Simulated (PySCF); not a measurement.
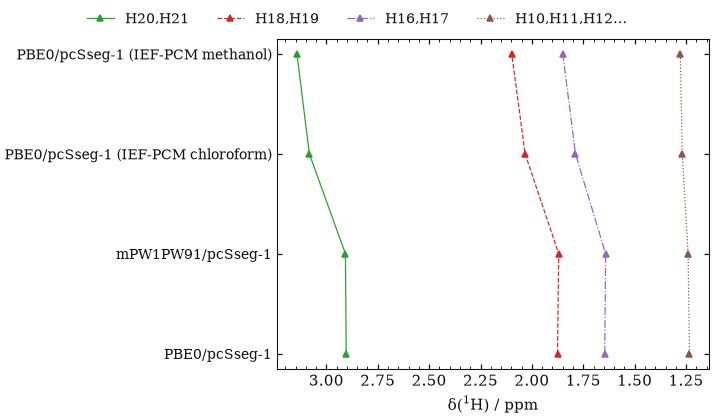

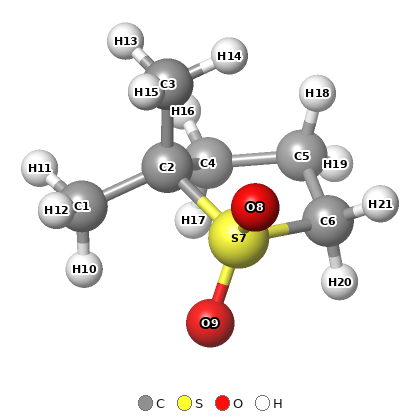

GIAO ¹H shifts of C₆H₁₂O₂S, SMILES CC1(C)CCCS1(=O)=O at several levels, one geometry, PySCF 2.14.0, at a PBE0-D3(BJ)/def2-SVP geometry (no frequency check); values of one conformer, averaged over nuclei that symmetry, rotation about single bonds or ring flips exchange, these motions taken as fast; other conformers aren't averaged in; each against TMS at the same level.

**How much does each signal move over these levels?**

```tsv
atoms	lowest	highest	spread (ppm)
H20, H21	2.90	3.14	0.24
H18, H19	1.87	2.10	0.23
H16, H17	1.64	1.85	0.21
H10, H11, H12, H13, H14, H15	1.23	1.28	0.04
```

**Do all levels give the signals in the same order?**

Yes, the order of the signals is the same at every level.
